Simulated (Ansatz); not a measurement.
ZrO2, pressure series

The parent structure is ZrO2 (space group P4_2/nmc, No. 137).

```yaml
crystal:
  lattice:
    - [3.62104, 0.00000, 0.00000]
    - [0.00000, 3.62104, 0.00000]
    - [0.00000, 0.00000, 5.28279]
  atoms:
    - { symbol: Zr, position: [0.00000, 0.00000, 0.00000] }
    - { symbol: Zr, position: [0.50000, 0.50000, 0.50000] }
    - { symbol: O, position: [0.00000, 0.50000, 0.19278] }
    - { symbol: O, position: [0.00000, 0.50000, 0.69278] }
    - { symbol: O, position: [0.50000, 0.00000, 0.30722] }
    - { symbol: O, position: [0.50000, 0.00000, 0.80722] }
```

Cell and atoms are relaxed at each pressure.

Level of theory: PBE in Ansatz (plane waves to 420 eV, PAW, without spin-orbit coupling).

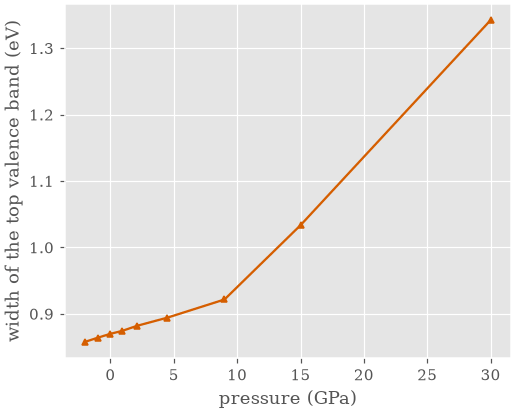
Fig. 1. Width of the top valence band against pressure

**Question.** From the plot, what is the width of the top valence band for pressure −1 GPa?

**Answer.** About 0.86 eV.

**Question.** Is the trend monotonic over the range shown?

**Answer.** Yes, it rises throughout, spanning 0.86 eV to 1.34 eV.

The levels and masses belong to the bands next to the band gap. Load acts through the strain it causes; cell and atoms are relaxed under it. Whether these cells are dynamically stable was not tested. Competing high-pressure phases were not computed. This is not the structure that ZrO2 has at room temperature and ambient pressure.

Ansatz is a program for electronic structure.
